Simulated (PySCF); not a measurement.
# HfI4, SMILES `I[Hf](I)(I)I`: electronic structure

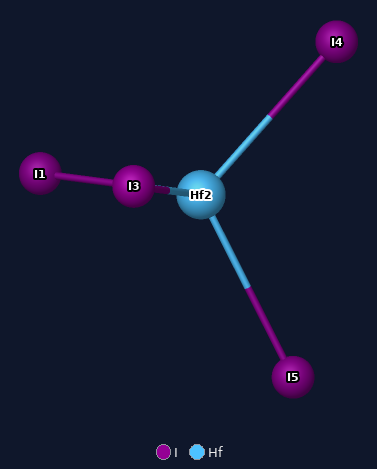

The molecule, with its atoms numbered as below. No frequency check shows the geometry to be a minimum.

Geometry (Å), atoms numbered from 1:

```
I1       1.6025   -0.9572   -2.0523
Hf2     -0.0008   -0.0002   -0.0001
I3       1.6027    0.9571    2.0523
I4      -1.6022   -2.0533    0.9567
I5      -1.6020    2.0535   -0.9566
```

## 1. Bonding charge

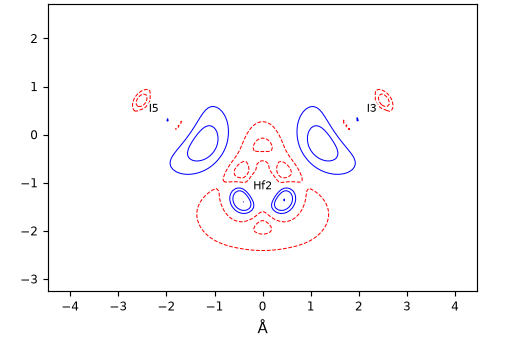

Deformation density (molecule less spherical, spin-averaged free atoms) in the plane of Hf2, I3 and I5; contours at ±0.05 to ±0.8 e/Å³; solid blue lines: gain, dashed red lines: loss.

Level of theory: ωB97X/def2-TZVP (PySCF), at a geometry from GFN2-xTB. Core potentials replace the inner electrons of Hf and I; spin–orbit coupling isn't included. This is a single-reference result, which may miss multireference character in this system.

Describe the bonding that the map shows.

Answer. Hf2–I5 and Hf2–I3: +0.10 e/Å³ at the bond critical point (bond length 2.77 Å, Mayer order 1.2). In all, 1.3 electrons gather in the regions of gain relative to the promolecule. A small or negative value marks a very polar bond, one between electron-rich atoms, whose free-atom densities already overlap strongly, a long bond to a heavier atom, or a closed-shell contact such as a hydrogen bond.

Where do the Hirshfeld charges lie?

Answer. The highest Hirshfeld charge is on Hf2 (+0.51 e), the lowest on I1, I3, I4 and I5 (−0.13 e).

```json
{"atom": "I1", "charge (e)": "−0.13"}
{"atom": "Hf2", "charge (e)": "+0.51"}
{"atom": "I3", "charge (e)": "−0.13"}
{"atom": "I4", "charge (e)": "−0.13"}
{"atom": "I5", "charge (e)": "−0.13"}
```

## 2. Bond critical points

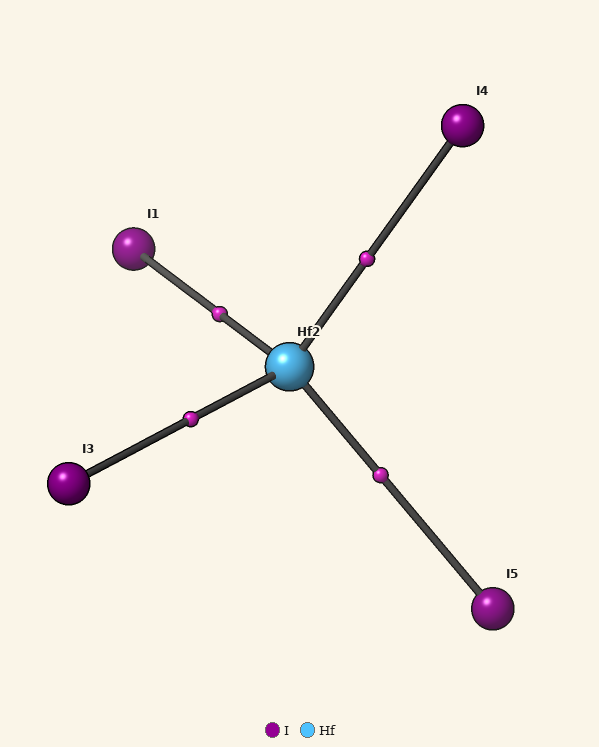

Molecular graph of the electron density (QTAIM): bond paths, bond critical points (magenta), ring points (cyan, if any); weak paths are dashed.

How many critical points of each kind are there, and does the count close?

Answer. 5 nuclei, 4 bond, 0 ring and 0 cage critical points: 5 − 4 + 0 − 0 = 1, as the Poincaré–Hopf relation requires.

Give the properties at the bond critical points.

Answer.
```tsv
bond	length (Å)	ρ (a.u.)	∇²ρ (a.u.)	ε	H (a.u.)
Hf2–I4 (4 alike)	2.774	0.062	+0.06	0.00	−0.019
```

What kind of interaction is Hf2–I4?

Answer. Polar or intermediate (positive Laplacian, negative energy density H): ρ = 0.062, ∇²ρ = +0.06, H = −0.019 a.u.

## 3. In an electric field

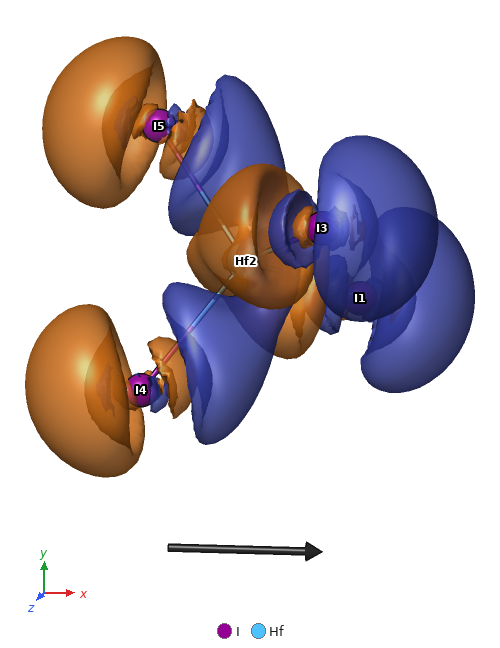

Change of the electron density in a uniform field of 0.21 V/Å along +x (arrow), surfaces at ±0.0015 e/Å³ (orange: gain, blue: loss).

PySCF calculation, ωB97X/def2-TZVP, gas phase; geometry: GFN2-xTB. Core potentials replace the inner electrons of Hf and I; spin–orbit coupling isn't included. This is a single-reference result, which may miss multireference character in this system. A basis without diffuse functions makes polarisabilities too small.

How large is the response?

Answer. The induced dipole is 1.84 D (along the field); α along this axis, from the fields in both directions, is 181 bohr³ (26.9 Å³).

Which atoms gain and lose the most charge?

Answer. Electrons gather most on I4 and I5 alike (Hirshfeld charge changes by −0.027 e) and leave I1 and I3 alike most (+0.028 e); 0.128 electrons are displaced in all.

The PySCF runs shown took 110 s and 4.7 min on 1 thread of Arm Neoverse N1, on a shared host.
